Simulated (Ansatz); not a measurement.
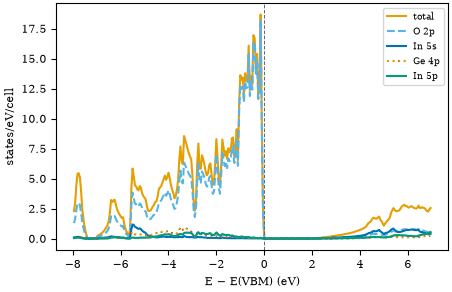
Total and projected density of states of In₂Ge₂O₇ in space group C2/m (No. 12; Pearson symbol mS22), PBEsol (plane waves, PAW; program Ansatz)

Q: Which orbitals carry the states next to the gap?

A: Top 1 eV of the valence band: O 2p 96 %. Bottom 1 eV of the conduction band: In 5s 37 %, O 2s 25 %, Ge 4s 16 %, O 2p 14 %. Projections are on Löwdin-orthogonalised atomic valence shells; empty p or d shells of many metals are not among them.

The workflow started from a Materials Project entry (that database holds measured and hypothetical structures alike); the Crystallography Open Database files this formula in space group No. 12, but the cells were not matched. Whether it is the stable phase at ambient conditions was not checked. Symmetry was held in the PBEsol relaxation. At this level the phase is dynamically unstable (imaginary phonons). Scalar-relativistic: spin–orbit coupling is off unless named, which matters more the heavier the elements.

Potentials: the later of the program's two PAW sets.
